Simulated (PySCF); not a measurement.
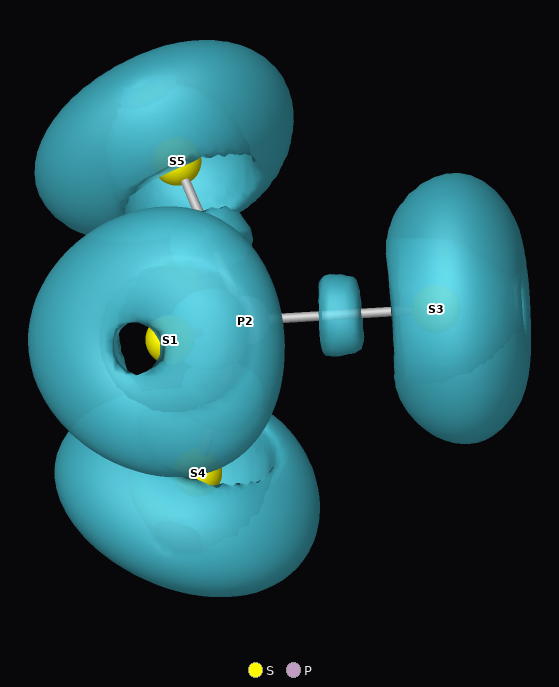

*PS4 (charge −3). Isosurface of the electron localisation function at 0.8 (cyan), seen from one side. Core shells and regions of very low density are left out.*

Geometry: GFN2-xTB.

Level of theory: CAM-B3LYP/def2-SVPD, SCF density, gas phase in PySCF 2.14.0.

The calculation's input:

```
{"job": {"kind": "uv", "xc": "CAM-B3LYP", "basis": "def2-SVPD", "nstates": 8, "ntriplets": 3}, "charge": -3, "multiplicity": 1}
S      0.059379    -0.315215     2.024936
P      0.001556     0.000995    -0.003381
S     -0.194818     2.010440    -0.378494
S      1.740060    -0.687629    -0.852869
S     -1.597555    -1.005739    -0.807378
```

Command:

```sh
OMP_NUM_THREADS=1 python probes_run.py task.json out
```

**Where are the electrons localised?**

At this value the surface marks out four regions between bonded P–S atoms (shared pairs) and four rings or bowls of non-bonding electrons around S.

Values along the shortest contacts:
P–S (2.05 Å): the ELF peaks at about 0.90 between the atoms: localised, covalent bonding.
